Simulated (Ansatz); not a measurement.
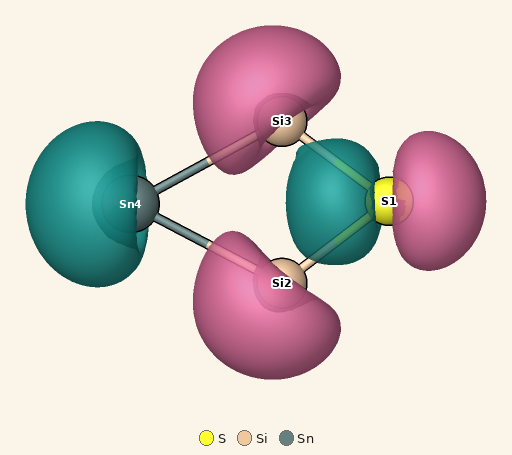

Figure. SSi2Sn (charge +1, doublet). The HOMO−1 (β) at ±0.1 Å⁻³ᐟ² (teal and pink are the two phases), seen across its widest extent.

Geometry: B3LYP-D3(BJ)/def2-SVP; core potentials replace the inner electrons of Sn.

All numbers below come from Ansatz, isolated molecule in a Gaussian basis; Kohn-Sham density functional theory, functional PBE0.

Describe this orbital and give its energy.

Answer. Its weight (Hirshfeld) is mainly on S1 (about 30 %), Sn4 (about 25 %), Si2 (about 25 %) and Si3 (about 25 %); it is symmetric in the molecular plane (an in-plane orbital: σ, lone-pair or in-plane π type). Its energy is −13.10 eV.
